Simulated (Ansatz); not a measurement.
**CH₆BNSi: how energies converge with the basis set**

Aim: see how fast density functionals converge with the basis set for CH₆BNSi.

The runs use Ansatz 0.2.0, Gaussian basis; one geometry, several basis sets.

The runs, in order: PBE0-D4/def2-SVP; ωB97M-V/def2-SVP; PBE0-D4/def2-QZVPP; ωB97M-V/def2-QZVPP; the functionals' def2-TZVPP values are taken from earlier runs.

### 1 Structure used throughout

The geometry comes from an earlier relaxation with PBE0-D4 in a triple-zeta def2 set; it is a stationary point, not always the lowest conformer.

SMILES `[SiH3]N1BC1`, 10 atoms, charge 0, spin multiplicity 1.

Atoms are counted from 1 here; the program's logs count them from 0.

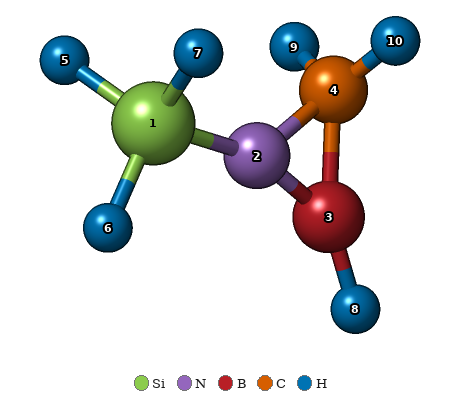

The geometry (silicon green, nitrogen purple, boron red, carbon orange, hydrogen blue); atoms are numbered from 1 in the order of the file.

### 2 PBE0-D4 in def2-SVP

in.yaml reads:

```yaml
crystal:
  periodic: [false, false, false]
  atoms:
    - {symbol: Si, position_ang: [0.301781, 1.464771, 0.412681]}
    - {symbol: N, position_ang: [-0.174916, -0.169920, 0.181862]}
    - {symbol: B, position_ang: [-0.774064, -1.369914, 0.401887]}
    - {symbol: C, position_ang: [0.099723, -1.218138, -0.853983]}
    - {symbol: H, position_ang: [-0.138516, 2.286047, -0.745269]}
    - {symbol: H, position_ang: [-0.322356, 1.967886, 1.661218]}
    - {symbol: H, position_ang: [1.782455, 1.548514, 0.512203]}
    - {symbol: H, position_ang: [-1.482242, -1.942198, 1.157414]}
    - {symbol: H, position_ang: [-0.332533, -1.032152, -1.835881]}
    - {symbol: H, position_ang: [1.123867, -1.586197, -0.889329]}
basis:
  gaussian: {orbitals: def2-SVP}
hamiltonian: {xc: pbe0, dispersion: d4}
output: {orbitals: {seedname: orbitals}}
```

Command:

```sh
$ ansatz run in.yaml --threads 2 --pin off --events-out ev --progress --plain --max-ram 4352MiB
```

The program printed:

```text
Functional definition: PBE0
  name "PBE0"
  cite "Adamo & Barone, J. Chem. Phys. 110, 6158 (1999) doi:10.1063/1.478522"
  cite "Perdew, Burke & Ernzerhof, Phys. Rev. Lett. 77, 3865 (1996) doi:10.1103/PhysRevLett.77.3865"
  parent pbe
  parameter a = 0.25
  parameter kappa = 0.804
  parameter beta = 0.06672455060314922
  exchange = (1 - a)*pbe_x(kappa = kappa, mu = beta*pi^2/3) + a*exact_x
  correlation = pbe_c(beta = beta)
1028 factors; their error is unknown
mean field evaluation 1: about -11161.0377 eV, gradient 4.6e1 eV
mean field evaluation 2: about -11155.1561 eV, gradient 6.8e1 eV
mean field evaluation 4: about -11165.9188 eV, gradient 3.7e0 eV
mean field evaluation 8: about -11165.9505 eV, gradient 1.9e-2 eV
mean field evaluation 16: about -11165.9900 eV, gradient 2.9e-5 eV
mean field -11165.98999444 eV, -410.3425637157 hartree, gradient 2.9e-5 eV, S^2 0.000000; 0 other end points of the search recorded, 0 dependent functions left out
reference -11165.99002321 eV, -410.3425647730 hartree; 19, 19 occupied and 71, 71 virtual orbitals, 1028 factors
Total energy: -11166.14506892 eV, -410.3482625978 hartree
```

It took 0.65 s on 2 threads of Intel Xeon 6975P-C, shared host.

### 3 ωB97M-V in def2-SVP

in.yaml, as its differences from that of step 2:

```diff
@@ -15,3 +15,3 @@
   gaussian: {orbitals: def2-SVP}
-hamiltonian: {xc: pbe0, dispersion: d4}
+hamiltonian: {xc: {name: wB97M-V}}
 output: {orbitals: {seedname: orbitals}}
```

Launched as before.

The program printed, cut to the lines that bear on the results:

```text
Functional definition: wB97M-V
  name "wB97M-V"
  cite "Mardirossian & Head-Gordon, J. Chem. Phys. 144, 214110 (2016) doi:10.1063/1.4952647"
  cite "Becke, J. Chem. Phys. 107, 8554 (1997) doi:10.1063/1.475007"
  cite "Vydrov & Van Voorhis, J. Chem. Phys. 133, 244103 (2010) doi:10.1063/1.3521275"
  # Of w^i u^j: cxij and so on, Table III.
[...]
  gx(w, u) = 1 - cx + cx01*u + cx10*w
  gss(w, u) = css00 + css04*u^4 + css10*w + css20*w^2 + css43*w^4*u^3
  gos(w, u) = cos00 + cos10*w + (cos20 + cos21*u)*w^2 + (cos60 + cos61*u)*w^6
[...]
      + integral(e_c_pw_mod_opposite_spin*gos(b97_w_opposite, b97_u_opposite)) + vv10(b, c)
1028 factors; their error is unknown
297 factors; integrals over basis functions are off by at most 1.1e-5 eV
[...]
mean field -11171.06880356 eV, -410.5292065085 hartree, gradient 1.5e-5 eV, S^2 0.000000; 0 other end points of the search recorded, 0 dependent functions left out
reference -11171.06884779 eV, -410.5292081338 hartree; 19, 19 occupied and 71, 71 virtual orbitals, 1028 factors
Total energy: -11171.06884779 eV, -410.5292081338 hartree
```

It took 2.2 s on 2 threads of Intel Xeon 6975P-C, shared host.

### 4 PBE0-D4 in def2-QZVPP

in.yaml, as its differences from that of step 3:

```diff
@@ -14,4 +14,4 @@
 basis:
-  gaussian: {orbitals: def2-SVP}
-hamiltonian: {xc: {name: wB97M-V}}
+  gaussian: {orbitals: "def2-QZVPP.json"}
+hamiltonian: {xc: pbe0, dispersion: d4}
 output: {orbitals: {seedname: orbitals}}
```

The command is unchanged.

The program printed:

```text
Functional definition: PBE0
  name "PBE0"
  cite "Adamo & Barone, J. Chem. Phys. 110, 6158 (1999) doi:10.1063/1.478522"
  cite "Perdew, Burke & Ernzerhof, Phys. Rev. Lett. 77, 3865 (1996) doi:10.1103/PhysRevLett.77.3865"
  parent pbe
  parameter a = 0.25
  parameter kappa = 0.804
  parameter beta = 0.06672455060314922
  exchange = (1 - a)*pbe_x(kappa = kappa, mu = beta*pi^2/3) + a*exact_x
  correlation = pbe_c(beta = beta)
1300 factors; their error is unknown
mean field evaluation 1: about -11164.8398 eV, gradient 6.1e1 eV
mean field evaluation 2: about -11151.8414 eV, gradient 9.5e1 eV
mean field evaluation 4: about -11172.7601 eV, gradient 7.2e0 eV
mean field evaluation 8: about -11172.8701 eV, gradient 6.5e-2 eV
mean field evaluation 16: about -11172.8755 eV, gradient 4.7e-5 eV
mean field -11172.87545289 eV, -410.5955996467 hartree, gradient 4.7e-5 eV, S^2 0.000000; 0 other end points of the search recorded, 0 dependent functions left out
reference -11172.87549631 eV, -410.5956012425 hartree; 19, 19 occupied and 402, 402 virtual orbitals, 1300 factors
Total energy: -11173.03054203 eV, -410.6012990674 hartree
```

Run time: 6 s. Hardware: 2 threads of Intel Xeon 6975P-C, shared host; peak memory 1.1 GiB.

### 5 ωB97M-V in def2-QZVPP

in.yaml, as its differences from that of step 4:

```diff
@@ -15,3 +15,3 @@
   gaussian: {orbitals: "def2-QZVPP.json"}
-hamiltonian: {xc: pbe0, dispersion: d4}
+hamiltonian: {xc: {name: wB97M-V}}
 output: {orbitals: {seedname: orbitals}}
```

Same command.

The program printed, cut to the lines that bear on the results:

```text
Functional definition: wB97M-V
  name "wB97M-V"
  cite "Mardirossian & Head-Gordon, J. Chem. Phys. 144, 214110 (2016) doi:10.1063/1.4952647"
  cite "Becke, J. Chem. Phys. 107, 8554 (1997) doi:10.1063/1.475007"
  cite "Vydrov & Van Voorhis, J. Chem. Phys. 133, 244103 (2010) doi:10.1063/1.3521275"
  # Of w^i u^j: cxij and so on, Table III.
[...]
  gx(w, u) = 1 - cx + cx01*u + cx10*w
  gss(w, u) = css00 + css04*u^4 + css10*w + css20*w^2 + css43*w^4*u^3
  gos(w, u) = cos00 + cos10*w + (cos20 + cos21*u)*w^2 + (cos60 + cos61*u)*w^6
[...]
      + integral(e_c_pw_mod_opposite_spin*gos(b97_w_opposite, b97_u_opposite)) + vv10(b, c)
1280 factors; their error is unknown
362 factors; integrals over basis functions are off by at most 9.3e-6 eV
[...]
mean field -11178.11047257 eV, -410.7879830715 hartree, gradient 2.7e-5 eV, S^2 0.000000; 0 other end points of the search recorded, 0 dependent functions left out
reference -11178.11054385 eV, -410.7879856909 hartree; 19, 19 occupied and 402, 402 virtual orbitals, 1280 factors
Total energy: -11178.11054385 eV, -410.7879856909 hartree
```

Wall time 12 s (2 threads of Intel Xeon 6975P-C, shared host); peak memory 1.4 GiB.

### 6 Functionals by basis

The def2-TZVPP values come from earlier runs at the same geometry.

```
functional       basis  functions  energy (eV)  from the largest (eV)  HOMO (eV)  LUMO (eV)
   PBE0-D4    def2-SVP         90  -11166.1451                  6.885      -7.78      -0.06
   PBE0-D4  def2-TZVPP        219  -11172.5608                  0.470      -7.82      -0.26
   PBE0-D4  def2-QZVPP        421  -11173.0305                  0.000      -7.83      -0.31
   ωB97M-V    def2-SVP         90  -11171.0688                  7.042     -10.03       1.99
   ωB97M-V  def2-TZVPP        219  -11177.6800                  0.431     -10.09       1.61
   ωB97M-V  def2-QZVPP        421  -11178.1105                  0.000     -10.10       1.38
```

### 7 Outcome

```
                                       quantity          value
PBE0-D4: double and triple zeta above quadruple  6.89, 0.47 eV
ωB97M-V: double and triple zeta above quadruple  7.04, 0.43 eV
```

What this shows: For PBE0-D4 the step from double to triple zeta gains 6.42 eV and the next only 0.47 eV. Total energies overstate the basis error of differences, where much of it tends to cancel. The LUMO of ωB97M-V is positive and keeps falling with the basis (1.99 to 1.38 eV): an unbound level that the basis holds in place.

For PBE0-D4 the largest set took about 9 times as long as the smallest (6 s against 0.65 s).
